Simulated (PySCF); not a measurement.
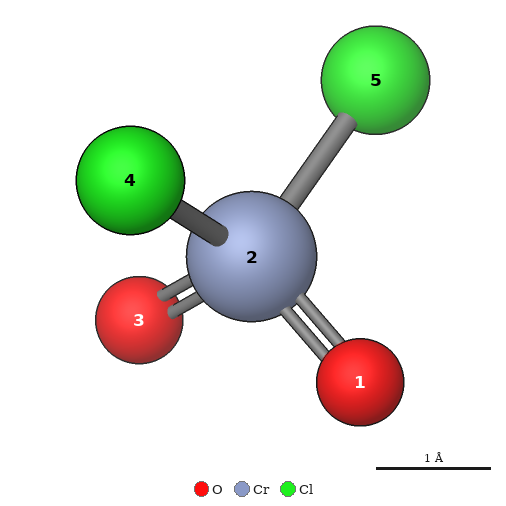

Charge 0, singlet. The geometry was computed by an optimisation with PBE0-D3(BJ)/def2-SVP. No frequency run is at hand to confirm it as a minimum.

What is the geometry at Cr2?

Cr2 has 4 neighbours (O1 at 1.53, O3 at 1.52, Cl4 at 2.11, Cl5 at 2.11 Å); the arrangement is tetrahedral.
